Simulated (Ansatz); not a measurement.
# MP2/6-311+G(d,p) run of SiH4O3 (SMILES O[SiH](O)O)

What is the energy change on altering one bond length of SiH4O3 at MP2/6-311+G**? 

The calculation is run with Ansatz 0.2.0.

30 further runs of the same task are left out: 30 set aside as unsound or not needed. Runs told in other sessions of the task aren't counted.

## Step 1: The molecule

The species is SiH4O3 (8 atoms), meant as a singlet with charge 0. SMILES: `O[SiH](O)O`. The coordinates come from a PBE0-D4/def2-TZVP relaxation. This is one conformer, not always the lowest.

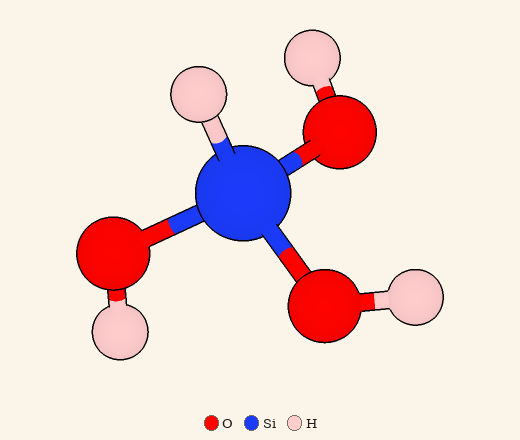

Viewed from a chosen angle; oxygen red, silicon blue, hydrogen pink.

## Step 2: The energy at MP2/6-311+G(d,p)

File run.yaml:

```yaml
crystal:
  periodic: [false, false, false]
  atoms:
    - {symbol: O, position_ang: [0.057900, 1.618800, -0.225000]}
    - {symbol: Si, position_ang: [-0.171600, 0.082600, 0.269200]}
    - {symbol: O, position_ang: [1.169300, -0.861100, 0.196500]}
    - {symbol: O, position_ang: [-1.250800, -0.639700, -0.721300]}
    - {symbol: H, position_ang: [0.176800, 1.769800, -1.164500]}
    - {symbol: H, position_ang: [-0.642800, 0.209400, 1.662000]}
    - {symbol: H, position_ang: [1.894900, -0.655000, 0.786800]}
    - {symbol: H, position_ang: [-1.141700, -1.581700, -0.859700]}
basis:
  gaussian:
    orbitals: 6-311+G_st__st_-spherical.json
correlation:
  method: mp2
  frozen_orbitals: {H: 0, O: 1, Si: 5}
accuracy: high
```

The basis set 6-311+G** is read from a file made from the Basis Set Exchange's data (not shown).

The run is started by

```bash
$ ansatz run run.yaml --threads 1 --pin off --max-ram 3480MiB --events-out events.jsonl --progress --plain --runs-dir runs
```

Output:

```text
Warning: RAYON_NUM_THREADS=1 ignored (pool sized by the plan → 1); use --threads N
Functional definition: HF
  name "HF"
  exchange = exact_x
  correlation = 0
2260 factors; integrals over basis functions are off by at most 4.0e-9 eV
mean field evaluation 1: about -14037.8854 eV, gradient 5.6e1 eV
mean field evaluation 2: about -14037.9620 eV, gradient 5.6e1 eV
mean field evaluation 4: about -14043.2750 eV, gradient 2.8e0 eV
mean field evaluation 8: about -14043.3098 eV, gradient 9.4e-2 eV
mean field -14043.30987102 eV, -516.0821188625 hartree, gradient 2.8e-8 eV, S^2 0.000000; 0 other end points of the search recorded, 0 dependent functions left out
8 core orbitals not correlated: weight in the atoms' cores, before any rotation towards them, 1.000 or more for the frozen orbitals, at most 0.000 for the correlated occupied ones
reference -14043.30987102 eV, -516.0821188625 hartree; 13, 13 occupied and 99, 99 virtual orbitals, 2260 factors
second order -19.33712448 eV of doubles, -0.00000000 eV of singles
Total energy: -14062.64699549 eV, -516.7927450798 hartree
```

Wall time 6 s (1 thread of Arm Neoverse V2, shared host); peak memory 0.36 GiB.

## Step 3: The distorted shape

File input.yaml:

```yaml
basis:
  gaussian: {orbitals: 6-311+G_st__st_-spherical.json}
crystal:
  periodic: [false, false, false]
  atoms:
    - symbol: O
      position_ang: [-0.050942, 1.587884, -0.313547]
    - symbol: Si
      position_ang: [-0.280442, 0.051684, 0.180653]
    - symbol: O
      position_ang: [1.060458, -0.892016, 0.107953]
    - symbol: O
      position_ang: [-1.359642, -0.670616, -0.809847]
    - symbol: H
      position_ang: [0.067958, 1.738884, -1.253047]
    - symbol: H
      position_ang: [-0.751642, 0.178484, 1.573453]
    - symbol: H
      position_ang: [1.894900, -0.655000, 0.786800]
    - symbol: H
      position_ang: [-1.250542, -1.612616, -0.948247]
magnetization: {spin_polarized: false}
correlation: {method: mp2, frozen_orbitals: {H: 0, O: 1, Si: 5}}
accuracy: high
```

The basis set 6-311+G** is read from a file made from the Basis Set Exchange's data (not shown).

The run is started by

```bash
$ ansatz run input.yaml --threads 1 --pin off --max-ram 3480MiB --events-out events.jsonl --progress --plain --runs-dir runs
```

Output:

```text
Warning: RAYON_NUM_THREADS=1 ignored (pool sized by the plan → 1); use --threads N
[... 4 set-up lines as earlier in the session ...]
2265 factors; integrals over basis functions are off by at most 7.8e-9 eV
mean field evaluation 1: about -14037.2230 eV, gradient 5.6e1 eV
mean field evaluation 2: about -14037.2980 eV, gradient 5.6e1 eV
mean field evaluation 4: about -14042.7152 eV, gradient 2.9e0 eV
mean field evaluation 8: about -14042.7538 eV, gradient 3.2e-1 eV
mean field -14042.75412011 eV, -516.0616953936 hartree, gradient 8.3e-8 eV, S^2 0.000000; 0 other end points of the search recorded, 0 dependent functions left out
8 core orbitals not correlated: weight in the atoms' cores, before any rotation towards them, 1.000 or more for the frozen orbitals, at most 0.000 for the correlated occupied ones
reference -14042.75412011 eV, -516.0616953936 hartree; 13, 13 occupied and 99, 99 virtual orbitals, 2265 factors
second order -19.48369987 eV of doubles, -0.00000000 eV of singles
Total energy: -14062.23781998 eV, -516.7777081573 hartree
```

Wall time 6 s (1 thread of Arm Neoverse V2, shared host); peak memory 0.36 GiB.

## Step 4: Results

Level: MP2/6-311+G**, 8 core orbitals frozen.

```
                                                         quantity          value
                                        first shape: total energy  -516.79275 Eh
         first shape: correlation energy (8 core orbitals frozen)     -710.6 mEh
                                    distorted shape: total energy  -516.77771 Eh
     distorted shape: correlation energy (8 core orbitals frozen)     -716.0 mEh
energy change with the O3–H7 bond stretched from 0.958 to 1.102 Å       0.409 eV
```

What this shows: With the O3–H7 bond stretched from 0.958 to 1.102 Å the energy rises by 0.41 eV (39.5 kJ/mol). The first shape isn't relaxed at this level, so the change isn't measured from a minimum.
